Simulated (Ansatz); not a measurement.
# C2H6Si (SMILES C[Si]C) at CAM-B3LYP/6-311+G(d,p)

What is the electronic atomisation energy of C2H6Si at CAM-B3LYP/6-311+G**? 

The calculation is run with Ansatz 0.2.0.

34 further runs of the same task are left out: 34 set aside as unsound or not needed.

**1. Starting point**

The species is C2H6Si (9 atoms), meant as a singlet with charge 0. SMILES: `C[Si]C`. Geometry: relaxed at PBE0-D4/def2-TZVP.

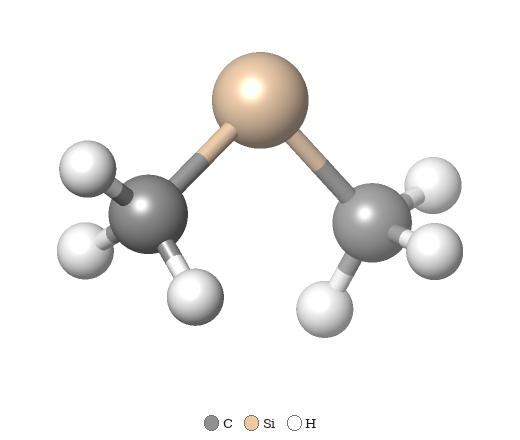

The structure, seen from a chosen angle (carbon grey, silicon light orange, hydrogen white).

**2. A single-point energy at CAM-B3LYP/6-311+G(d,p)**

molecule.yaml

```yaml
crystal:
  periodic: [false, false, false]
  atoms:
    - {symbol: C, position_ang: [-0.527400, 1.047300, -0.805300]}
    - {symbol: Si, position_ang: [0.896800, -0.199700, -0.912800]}
    - {symbol: C, position_ang: [0.601900, -1.069400, 0.746000]}
    - {symbol: H, position_ang: [-1.430700, 0.480400, -1.082200]}
    - {symbol: H, position_ang: [-0.439700, 1.875000, -1.511000]}
    - {symbol: H, position_ang: [-0.703500, 1.436700, 0.202600]}
    - {symbol: H, position_ang: [-0.455600, -1.193000, 1.001000]}
    - {symbol: H, position_ang: [1.117900, -2.026600, 0.837300]}
    - {symbol: H, position_ang: [1.028800, -0.397000, 1.507100]}
basis:
  gaussian:
    orbitals: 6-311+G_st__st_-spherical.json
hamiltonian:
  xc: {name: CAM-B3LYP}
accuracy: high
output: {orbitals: {seedname: orbitals}}
```

The basis set 6-311+G** is read from a file made from the Basis Set Exchange's data (not shown).

On the command line:

```console
$ ansatz run molecule.yaml --threads 1 --pin off --max-ram 3480MiB --events-out events.jsonl --progress --plain --runs-dir runs
```

Output:

```text
Warning: RAYON_NUM_THREADS=1 ignored (pool sized by the plan → 1); use --threads N
Functional definition: CAM-B3LYP
  name "CAM-B3LYP"
  parameter alpha = 0.19
  parameter beta = 0.46
  parameter omega = 0.33/bohr
  parameter ac = 0.81
  exchange = (1 - alpha - beta)*b88_x + beta*b88_x_sr(omega) + alpha*exact_x + beta*exact_x_lr(omega)
  correlation = (1 - ac)*vwn5_c + ac*lyp_c
2140 factors; integrals over basis functions are off by at most 4.3e-9 eV
509 factors; integrals over basis functions are off by at most 2.6e-9 eV
mean field evaluation 1: about -10038.5749 eV, gradient 6.4e1 eV
mean field evaluation 2: about -10038.9256 eV, gradient 5.9e1 eV
mean field evaluation 4: about -10047.7813 eV, gradient 7.2e-1 eV
mean field evaluation 8: about -10047.7804 eV, gradient 2.2e-2 eV
mean field evaluation 16: about -10047.7804 eV, gradient 8.7e-6 eV
mean field -10047.78044269 eV, -369.2491206387 hartree, gradient 5.6e-8 eV, S^2 0.000000; 0 other end points of the search recorded, 0 dependent functions left out
reference -10047.78046346 eV, -369.2491214020 hartree; 16, 16 occupied and 94, 94 virtual orbitals, 2140 factors
Total energy: -10047.78046346 eV, -369.2491214020 hartree
```

Run time: 7.8 s. Hardware: 1 thread of Arm Neoverse V2, shared host; peak memory 0.39 GiB.

**3. The C atom, same level**

molecule.yaml

```yaml
crystal:
  periodic: [false, false, false]
  atoms:
    - {symbol: C, position_ang: [0.000000, 0.000000, 0.000000]}
basis:
  gaussian: {orbitals: 6-311+G_st__st_.json}
magnetization: {spin_polarized: true, initial_magnetization: 2}
hamiltonian: {xc: {name: CAM-B3LYP}}
accuracy: high
```

The basis set 6-311+G** is read from a file made from the Basis Set Exchange's data (not shown).

On the command line:

```console
$ ansatz run molecule.yaml --threads 1 --pin off --max-ram 3480MiB --events-out events.jsonl --progress --plain --runs-dir runs
```

Output (excerpt; [...] marks lines left out):

```text
Warning: RAYON_NUM_THREADS=1 ignored (pool sized by the plan → 1); use --threads N
[... 8 set-up lines as earlier in the session ...]
169 factors; integrals over basis functions are off by at most 2.6e-9 eV
80 factors; integrals over basis functions are off by at most 9.4e-10 eV
mean field evaluation 1: about -1029.4335 eV, gradient 4.3e0 eV
mean field evaluation 2: about -1029.5297 eV, gradient 1.1e0 eV
mean field evaluation 4: about -1029.5373 eV, gradient 2.8e-1 eV
mean field evaluation 8: about -1029.5378 eV, gradient 3.7e-4 eV
mean field -1029.53775679 eV, -37.8348147163 hartree, gradient 6.2e-8 eV, S^2 2.002946; 0 other end points of the search recorded, 0 dependent functions left out
reference -1029.53776914 eV, -37.8348151702 hartree; 4, 2 occupied and 18, 20 virtual orbitals, 169 factors
Total energy: -1029.53776914 eV, -37.8348151702 hartree
```

Wall time 0.38 s (1 thread of Arm Neoverse V2, shared host).

**4. The H atom, same level**

input.yaml

```yaml
basis:
  gaussian:
    orbitals: 6-311+G_st__st_.json
crystal:
  periodic: [false, false, false]
  atoms:
    - {symbol: H, position_ang: [0.000000, 0.000000, 0.000000]}
magnetization:
  spin_polarized: true
  initial_magnetization: 1
hamiltonian:
  xc: {name: CAM-B3LYP}
accuracy: high
```

The basis set 6-311+G** is read from a file made from the Basis Set Exchange's data (not shown).

On the command line:

```console
$ ansatz run input.yaml --threads 1 --pin off --max-ram 3480MiB --events-out events.jsonl --progress --plain --runs-dir runs
```

Output (excerpt; [...] marks lines left out):

```text
Warning: RAYON_NUM_THREADS=1 ignored (pool sized by the plan → 1); use --threads N
[... 8 set-up lines as earlier in the session ...]
21 factors; integrals over basis functions are off by at most 2.5e-9 eV
19 factors; integrals over basis functions are off by at most 4.8e-10 eV
mean field evaluation 1: about -13.5638 eV, gradient 7.3e-1 eV
mean field evaluation 2: about -13.5717 eV, gradient 1.3e-1 eV
mean field evaluation 4: about -13.5734 eV, gradient 6.2e-3 eV
mean field evaluation 8: about -13.5734 eV, gradient 4.0e-9 eV
mean field -13.57337650 eV, -0.4988123860 hartree, gradient 8.2e-10 eV, S^2 0.750000; 0 other end points of the search recorded, 0 dependent functions left out
reference -13.57338719 eV, -0.4988127789 hartree; 1, 0 occupied and 5, 6 virtual orbitals, 21 factors
Total energy: -13.57338719 eV, -0.4988127789 hartree
```

Wall time 0.16 s (1 thread of Arm Neoverse V2, shared host).

**5. The Si atom at the same level**

in.yaml

```yaml
crystal:
  periodic: [false, false, false]
  atoms:
    - {symbol: Si, position_ang: [0.000000, 0.000000, 0.000000]}
basis:
  gaussian:
    orbitals: 6-311+G_st__st_-spherical.json
magnetization:
  spin_polarized: true
  initial_magnetization: 2
accuracy: high
hamiltonian:
  xc: {name: CAM-B3LYP}
```

The basis set 6-311+G** is read from a file made from the Basis Set Exchange's data (not shown).

On the command line:

```console
$ ansatz run in.yaml --threads 1 --pin off --max-ram 3480MiB --events-out events.jsonl --progress --plain --runs-dir runs
```

Output (excerpt; [...] marks lines left out):

```text
Warning: RAYON_NUM_THREADS=1 ignored (pool sized by the plan → 1); use --threads N
[... 8 set-up lines as earlier in the session ...]
230 factors; integrals over basis functions are off by at most 3.5e-9 eV
89 factors; integrals over basis functions are off by at most 1.6e-9 eV
mean field evaluation 1: about -7874.3402 eV, gradient 2.8e0 eV
mean field evaluation 2: about -7874.3967 eV, gradient 1.2e0 eV
mean field evaluation 4: about -7874.4021 eV, gradient 3.0e-1 eV
mean field evaluation 8: about -7874.4027 eV, gradient 5.2e-4 eV
mean field evaluation 16: about -7874.4027 eV, gradient 2.6e-8 eV
mean field -7874.40272046 eV, -289.3789625150 hartree, gradient 2.6e-8 eV, S^2 2.002106; 0 other end points of the search recorded, 0 dependent functions left out
reference -7874.40273153 eV, -289.3789629220 hartree; 8, 6 occupied and 22, 24 virtual orbitals, 230 factors
Total energy: -7874.40273153 eV, -289.3789629220 hartree
```

It took 0.84 s on 1 thread of Arm Neoverse V2, shared host.

**6. Outcome**

Level: CAM-B3LYP/6-311+G**.

| quantity | value |
| --- | --- |
| molecule: total energy | -369.24912 Eh |
| molecule: HOMO energy | -7.25 eV |
| molecule: LUMO energy | -1.05 eV |
| molecule: HOMO–LUMO gap | 6.20 eV |
| C atom: total energy | -37.83482 Eh |
| C atom: ⟨S²⟩ | 2.003 |
| H atom: total energy | -0.49881 Eh |
| H atom: ⟨S²⟩ | 0.750 |
| Si atom: total energy | -289.37896 Eh |
| Si atom: ⟨S²⟩ | 2.002 |
| electronic atomisation energy | 32.862 eV |

**Reading.** Taking the molecule apart into free atoms costs 32.86 eV (758 kcal/mol), before zero-point energy and without spin-orbit coupling.
